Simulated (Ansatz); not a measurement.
**Ge₂N₃H₉: up Jacob's ladder to CCSD(T)**

How much do the methods differ for Ge₂N₃H₉? The plan is to run it at one geometry with functionals of several rungs and with coupled cluster. The yardstick is the atomisation energy at the CCSD(T) limit.

Method: functionals in def2-TZVPP, the program's frozen cores in correlated methods; program: Ansatz 0.2.0, Gaussian basis.

Levels to be run: PBE-D4, r2SCAN-D4, PBE0-D4, B3LYP-D4, ωB97X-V, ωB97M-V, B2PLYP; CCSD(T)/def2-TZVPP; MP2/def2-QZVPP; extrapolation to the limit.

### 1 The geometry

The geometry comes from an earlier relaxation with PBE0-D4 in a triple-zeta def2 set; it is a stationary point, not always the lowest conformer.

SMILES `[NH2][GeH2][NH][GeH2][NH2]`, 14 atoms, charge 0, spin multiplicity 1.

Atoms are counted from 1 here; the program's logs count them from 0.

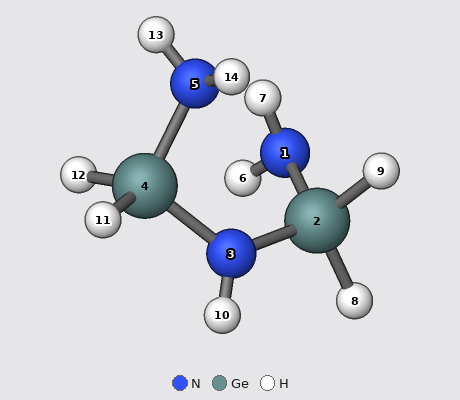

The structure; nitrogen blue, germanium teal, hydrogen white; atoms are numbered from 1 in the order of the file.

### 2 PBE-D4 (GGA)

Input file in.yaml:

```yaml
crystal:
  periodic: [false, false, false]
  atoms:
    - {symbol: N, position_ang: [-0.770091, -2.042981, -0.401917]}
    - {symbol: Ge, position_ang: [-1.602791, -0.408690, -0.415333]}
    - {symbol: N, position_ang: [-0.469936, 1.011701, -0.744058]}
    - {symbol: Ge, position_ang: [1.237524, 1.071006, -0.114881]}
    - {symbol: N, position_ang: [1.081929, 0.283596, 1.541281]}
    - {symbol: H, position_ang: [-0.303972, -2.283125, -1.266129]}
    - {symbol: H, position_ang: [-0.105196, -2.118320, 0.357355]}
    - {symbol: H, position_ang: [-2.648618, -0.393137, -1.544755]}
    - {symbol: H, position_ang: [-2.247708, -0.249990, 0.970236]}
    - {symbol: H, position_ang: [-0.691400, 1.589684, -1.539673]}
    - {symbol: H, position_ang: [1.707882, 2.544513, -0.133167]}
    - {symbol: H, position_ang: [2.257487, 0.193672, -0.876762]}
    - {symbol: H, position_ang: [1.951751, -0.044516, 1.936799]}
    - {symbol: H, position_ang: [0.603159, 0.846607, 2.231016]}
basis:
  gaussian: {orbitals: def2-TZVPP}
hamiltonian: {xc: pbe, dispersion: d4}
output: {forces: true, orbitals: {seedname: orbitals}}
```

Started as:

```
$ ansatz run in.yaml --threads 2 --pin off --events-out ev --progress --plain --max-ram 32768MiB --backend cuda --devices 0, --max-vram 18GiB
```

After this run come: r2SCAN-D4 (meta-GGA); PBE0-D4 (hybrid); B3LYP-D4 (hybrid); ωB97X-V (range-separated); ωB97M-V (range-separated); B2PLYP (double hybrid); CCSD(T) in def2-TZVPP; MP2 in def2-QZVPP.

**Question.** What will the summary of the whole plan be? Wanted: atomisation energy, CCSD(T)/CBS; farthest; mean size of error, hybrid; mean size of error, range-separated; gap, smallest and largest; T1 diagnostic; triples share of the correlation energy.

The runs gave:

| quantity | value |
| --- | --- |
| atomisation energy, CCSD(T)/CBS | 1044.2 kcal/mol |
| functionals within 10.4 kcal/mol (1.0 %) | PBE-D4, B3LYP-D4, ωB97X-V, ωB97M-V |
| farthest | B2PLYP (-18.5 kcal/mol) |
| mean size of error, hybrid | 10.4 kcal/mol |
| mean size of error, range-separated | 5.1 kcal/mol |
| gap, smallest and largest | 4.95 eV (PBE-D4), 11.44 eV (ωB97X-V) |
| T1 diagnostic | 0.0111 |
| triples share of the correlation energy | 3.7 % |

PBE-D4 is off by +3.5 kcal/mol. Double hybrids carry the basis error of their MP2 part in triple zeta, and no dispersion term here, so their miss is partly the set-up's. The reference freezes the cores and leaves out relativity and excitations past (T), and its outer-core shells are covered unevenly, so misses under about 10.4 kcal/mol can't be ranked. Hartree-Fock recovers 66 % of the binding; the rest is correlation. Orbital gaps span 5.0 to 11.4 eV; exact exchange widens them. Correlated methods include outer-core shells of Ge, which these sets cover unevenly.
